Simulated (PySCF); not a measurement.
## C4H5ClOSi: NMR shielding calculation

C4H5ClOSi, SMILES Cl[SiH2]c1ccco1, computed with GIAO PBE0/pcSseg-1 NMR shielding, non-relativistic, gas phase (PySCF 2.14.0).

The geometry comes from this level: GFN2-xTB. It belongs to a series of runs on one base structure; here: H on Si replaced by 2-furyl. Figures and captions count atoms from 1; the log counts them from 0 in places.

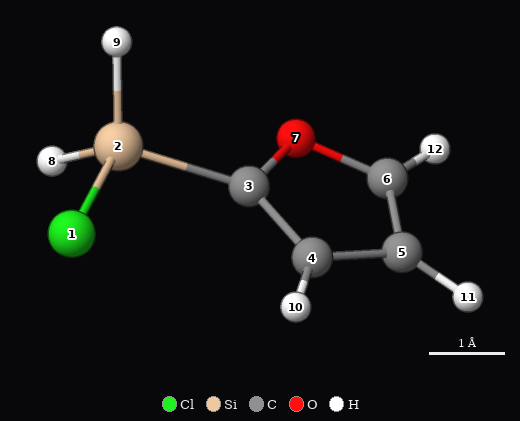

Fig. 1: The structure (ball-and-stick view, seen at a tilt; atoms are numbered from 1 in the order of the input).

## Summary

```csv
quantity,value
outcome,converged
total energy,−979.780021 hartree
HOMO,−6.93 eV
LUMO,−0.39 eV
dipole moment,1.60 D
"isotropic shielding, Cl",1037.0 ppm
"isotropic shielding, Si",383.0 ppm
"isotropic shielding, C",32.2 to 69.9 ppm
"isotropic shielding, O",21.3 ppm
"isotropic shielding, H",23.8 to 26.1 ppm
hardware,"1 CPU thread, shared host"
wall time,18 s
peak memory,0.72 GiB
```

## The input
```
{"job": {"kind": "nmr", "xc": "PBE0", "basis": "pcSseg-1"}, "charge": 0, "multiplicity": 1}
Cl     2.756130     1.770388    -0.268618
Si     2.118711    -0.074171     0.225840
C      0.257789    -0.069094     0.044783
C     -0.652669     0.891331    -0.315100
C     -1.925704     0.284225    -0.268259
C     -1.705532    -1.003909     0.115382
O     -0.399952    -1.226947     0.306418
H      2.722464    -1.042409    -0.687504
H      2.503745    -0.348797     1.609144
H     -0.429229     1.905055    -0.579082
H     -2.869521     0.739023    -0.489118
H     -2.375032    -1.825380     0.280088
```

The first line tells a small driver script what to run in PySCF; the rest is the geometry in Å.

Run as:
```bash
OMP_NUM_THREADS=1 python <driver script> task.json out
```

## The program's output
```
coarse grid: 11784 points
cycle   1  E = -979.6844072647  dE =  1.226e+00  |g| = 4.469e-01  |ddm| = 3.342e+00
cycle   2  E = -979.6692071399  dE =  1.520e-02  |g| = 5.401e-01  |ddm| = 8.335e-01
cycle   3  E = -979.7293851311  dE = -6.018e-02  |g| = 6.462e-02  |ddm| = 4.258e-01
cycle   4  E = -979.7300351841  dE = -6.501e-04  |g| = 2.861e-02  |ddm| = 5.677e-02
cycle   5  E = -979.7301898337  dE = -1.546e-04  |g| = 7.519e-03  |ddm| = 2.663e-02
cycle   6  E = -979.7301974226  dE = -7.589e-06  |g| = 4.781e-03  |ddm| = 9.879e-03
cycle   7  E = -979.7302029295  dE = -5.507e-06  |g| = 5.473e-04  |ddm| = 4.187e-03
final grid: 106576 points
cycle   8  E = -979.7800013003  dE = -2.060e-05  |g| = 1.044e-02  |ddm| = 2.491e-02
cycle   9  E = -979.7799675976  dE =  3.370e-05  |g| = 1.697e-02  |ddm| = 1.618e-02
cycle  10  E = -979.7800203925  dE = -5.279e-05  |g| = 2.097e-03  |ddm| = 1.107e-02
cycle  11  E = -979.7800214110  dE = -1.019e-06  |g| = 4.013e-04  |ddm| = 2.143e-03
cycle  12  E = -979.7800214422  dE = -3.119e-08  |g| = 1.376e-04  |ddm| = 3.765e-04
cycle  13  E = -979.7800214468  dE = -4.613e-09  |g| = 2.699e-05  |ddm| = 1.323e-04
cycle  14  E = -979.7800214469  dE = -1.323e-10  |g| = 1.372e-05  |ddm| = 3.572e-05
```

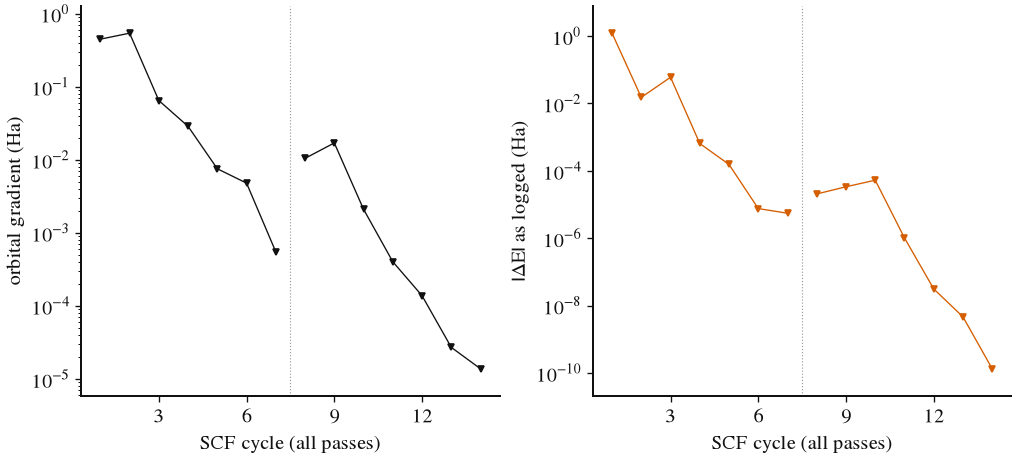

Fig. 2: Convergence of the self-consistent field: orbital gradient and size of the energy change against the SCF cycle. The dotted line marks the change from a coarse to the final integration grid. The first 7 cycles use a coarse grid, the final grid takes over at cycle 8, and the field converges after 14 cycles in all.

```
converged SCF energy = -979.7800214469

GIAO shielding tensors (ppm)
atom      isotropic    diamagn.    paramagn.     s11        s22        s33       span
  0 Cl    1036.997    1148.129    -111.132   1003.734   1025.340   1081.918     78.185
  1 Si     383.036     878.314    -495.278    352.612    357.867    438.628     86.017
  2 C       33.141     257.327    -224.186    -32.776     29.441    102.759    135.535
  3 C       55.518     253.785    -198.267    -45.801     50.952    161.403    207.203
  4 C       69.855     256.296    -186.441    -18.827     64.001    164.391    183.218
  5 C       32.180     251.487    -219.307    -47.401     37.908    106.032    153.433
  6 O       21.268     397.306    -376.038   -130.925    -73.819    268.549    399.475
  7 H       26.086      27.505      -1.420     21.720     24.954     31.583      9.862
  8 H       26.078      27.495      -1.417     21.742     24.931     31.560      9.818
  9 H       24.327      32.730      -8.402     21.380     23.147     28.455      7.075
 10 H       24.919      31.258      -6.339     22.932     25.744     26.082      3.150
 11 H       23.824      29.717      -5.893     20.981     24.890     25.601      4.621
```

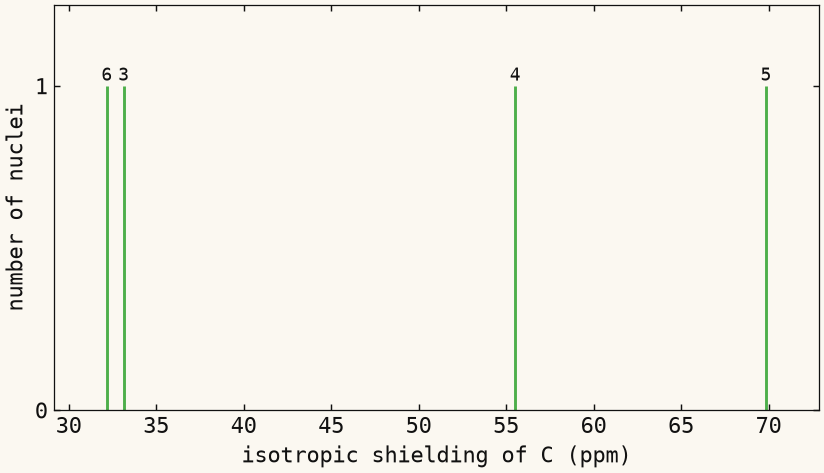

Fig. 3: Isotropic shieldings of the carbon nuclei in this fixed geometry, labelled by atom number; shielding grows to the right, so chemical shift grows to the left. The least shielded is C6 (32.2 ppm), the most shielded C5 (69.9 ppm).

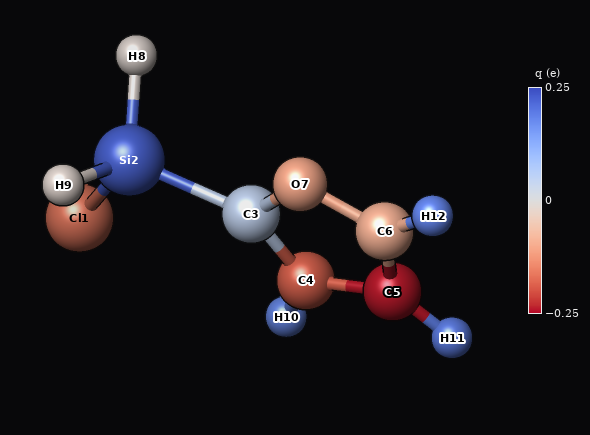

Fig. 4: ESP-fitted charges, as the colour of each atom (ball-and-stick view, seen at a tilt; atoms are numbered from 1 in the order of the input). By element: Cl −0.16, Si +0.22, C −0.24 to +0.04, O −0.10 and H −0.01 to +0.19 e.
